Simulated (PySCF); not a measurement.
## A study: Si(NH2)2Cl2 (Cl₂H₄N₂Si)

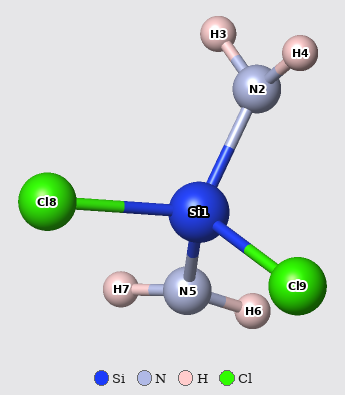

The molecule, with its atoms numbered as below. No frequency check shows the geometry to be a minimum.

Geometry (Å), atoms numbered from 1:

```
Si1      0.0033    0.3132    0.0028
N2       0.2295    1.3177    1.3827
H3      -0.5108    1.9283    1.6880
H4       0.7562    0.9810    2.1724
N5      -0.1343    1.1718   -1.4722
H6       0.6031    1.7797   -1.7825
H7      -1.0284    1.4574   -1.8307
Cl8     -1.6833   -0.8082    0.1015
Cl9      1.6520   -0.8364   -0.0815
```

## 1. Bonding charge

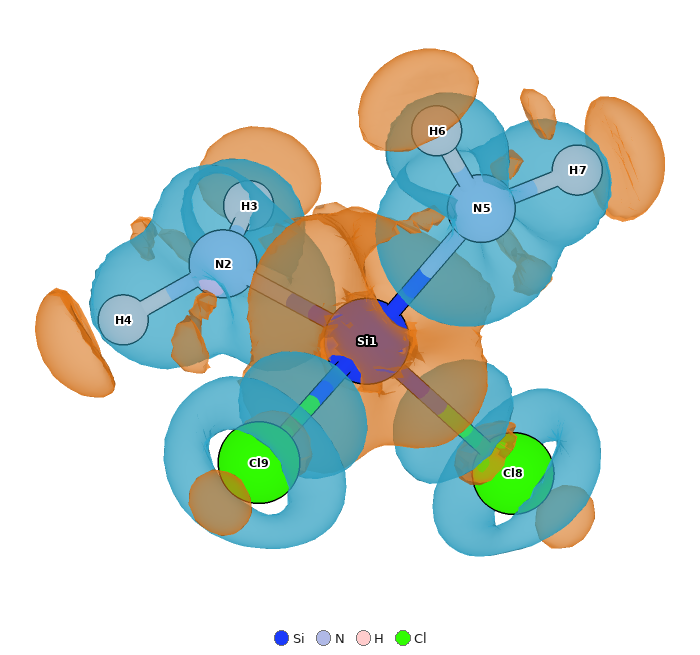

Deformation density (molecule less spherical, spin-averaged free atoms at the same positions), surfaces at ±0.06 e/Å³; light blue: gain, orange: loss.

Method: PBE0/def2-SVPD; geometry: GFN2-xTB; program: PySCF.

How much density has each bond gained at its critical point, relative to the free atoms?

Answer. N5–H6: +0.80 e/Å³ at the bond critical point (bond length 1.00 Å). N2–H3: +0.80 e/Å³ at the bond critical point (bond length 1.01 Å). N5–H7: +0.80 e/Å³ at the bond critical point (bond length 1.00 Å). N2–H4: +0.80 e/Å³ at the bond critical point (bond length 1.01 Å). Si1–N5: +0.11 e/Å³ at the bond critical point (bond length 1.71 Å); up to 0.6 Å beside the axis the gain reaches +0.40 e/Å³. Si1–N2: +0.11 e/Å³ at the bond critical point (bond length 1.72 Å); up to 0.6 Å beside the axis the gain reaches +0.40 e/Å³. Si1–Cl9: +0.05 e/Å³ at the bond critical point (bond length 2.01 Å); up to 0.6 Å beside the axis the gain reaches +0.20 e/Å³. Si1–Cl8: +0.04 e/Å³ at the bond critical point (bond length 2.03 Å); up to 0.6 Å beside the axis the gain reaches +0.20 e/Å³. In all, 2.0 electrons gather in the regions of gain relative to the promolecule. A small or negative value marks a very polar bond, one between electron-rich atoms, whose free-atom densities already overlap strongly, a long bond to a heavier atom, or a closed-shell contact such as a hydrogen bond.

Where do the Hirshfeld charges lie?

Answer. The highest Hirshfeld charge is on Si1 (+0.40 e), the lowest on N2 (−0.30 e).

```json
{"atom": "Si1", "charge (e)": "+0.40"}
{"atom": "N2", "charge (e)": "−0.30"}
{"atom": "H3", "charge (e)": "+0.12"}
{"atom": "H4", "charge (e)": "+0.12"}
{"atom": "N5", "charge (e)": "−0.30"}
{"atom": "H6", "charge (e)": "+0.12"}
{"atom": "H7", "charge (e)": "+0.12"}
{"atom": "Cl8", "charge (e)": "−0.14"}
{"atom": "Cl9", "charge (e)": "−0.12"}
```

## 2. Bond critical points

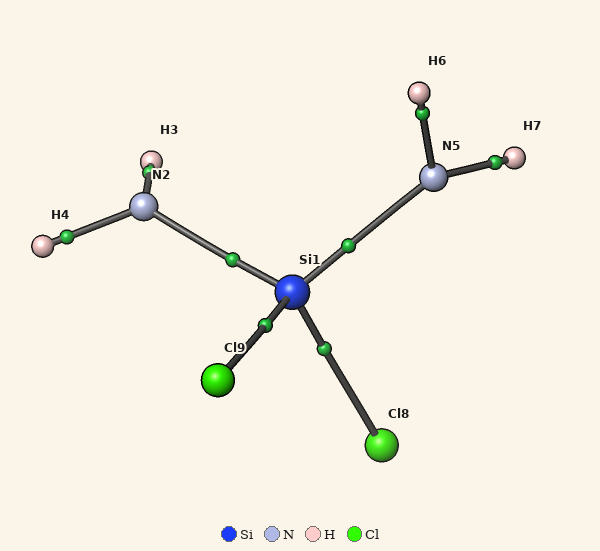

Molecular graph of the electron density (QTAIM): bond paths, bond critical points (green), ring points (magenta, if any); weak paths are dashed.

How many critical points of each kind are there, and does the count close?

Answer. 9 nuclei, 8 bond, 0 ring and 0 cage critical points: 9 − 8 + 0 − 0 = 1, as the Poincaré–Hopf relation requires.

Tabulate density, Laplacian, ellipticity and energy density at the bond critical points (atomic units).

Answer.
| bond | length (Å) | ρ (a.u.) | ∇²ρ (a.u.) | ε | H (a.u.) |
| --- | --- | --- | --- | --- | --- |
| N5–H6 | 1.005 | 0.337 | −1.56 | 0.04 | −0.444 |
| N5–H7 | 1.005 | 0.336 | −1.56 | 0.04 | −0.443 |
| N2–H3 | 1.007 | 0.335 | −1.55 | 0.04 | −0.441 |
| N2–H4 | 1.007 | 0.334 | −1.55 | 0.04 | −0.441 |
| Si1–N5 | 1.712 | 0.129 | +0.74 | 0.14 | −0.046 |
| Si1–N2 | 1.722 | 0.127 | +0.72 | 0.15 | −0.045 |
| Si1–Cl9 | 2.012 | 0.099 | +0.35 | 0.01 | −0.042 |
| Si1–Cl8 | 2.028 | 0.096 | +0.33 | 0.01 | −0.041 |

What kind of interaction is Si1–N2?

Answer. Polar or intermediate (positive Laplacian, negative energy density H): ρ = 0.127, ∇²ρ = +0.72, H = −0.045 a.u.

## 3. Electrostatic potential

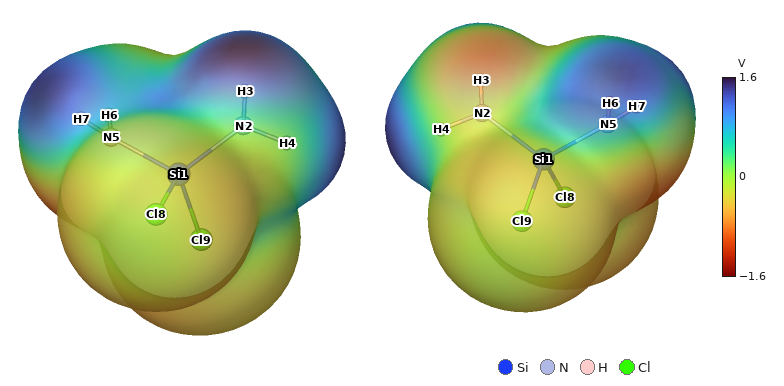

Electrostatic potential on the surface of electron density 0.001 a.u. (back view left, front view right).

Where are the extremes of the potential on the surface?

Answer. Highest: 1.56 V, 1.2 Å from H3. Further maxima include −0.02 V, 2.0 Å from Cl9. Lowest: −0.96 V, 2.0 Å from N5. Further minima include −0.77 V, 2.0 Å from N2; −0.62 V, 2.1 Å from Cl8. The surface is sampled at points, so like sites can differ by a few per cent and only the strongest of them is named.

What volume does the surface enclose, and what is the dipole moment?

Answer. About 130 Å³; the dipole moment is 2.6 D.

## 4. Removing or adding an electron

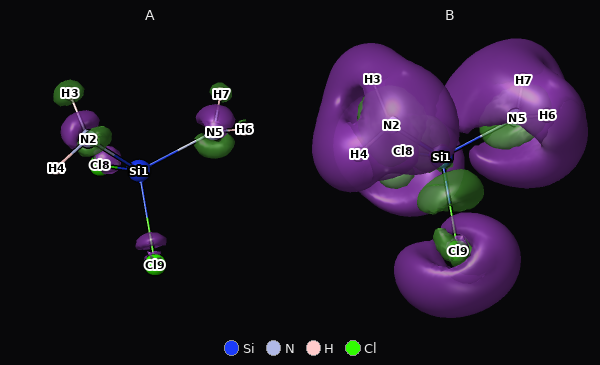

The two Fukui functions at ±0.01 e/Å³ (purple positive, green negative).

Computed with PySCF, BP86/aug-cc-pVDZ, geometry: GFN2-xTB.

Which panel is f⁻ (electron removed) and which f⁺ (electron added)?

Answer. A is f⁺, B is f⁻. f⁻ (Hirshfeld-condensed) is largest on Cl8 (0.19), N2 (0.17) and N5 (0.17); the vertical ionisation energy is 9.26 eV (the stability of the cation's solution wasn't checked). f⁺ (Hirshfeld-condensed) is largest on H3 (0.18), H7 (0.15) and Si1 (0.14); the vertical electron affinity is −0.15 eV (the stability of the anion's solution wasn't checked; negative: at this level and geometry the extra electron isn't bound, and the finite basis holds it).

What chemical potential and hardness follow from the two energies?

Answer. μ = −(I + A)/2 = −4.55 eV and η = I − A = 9.41 eV.

The PySCF runs shown took 22 s and 3.7 min on 1 thread of Arm Neoverse V1, with other jobs on the host.
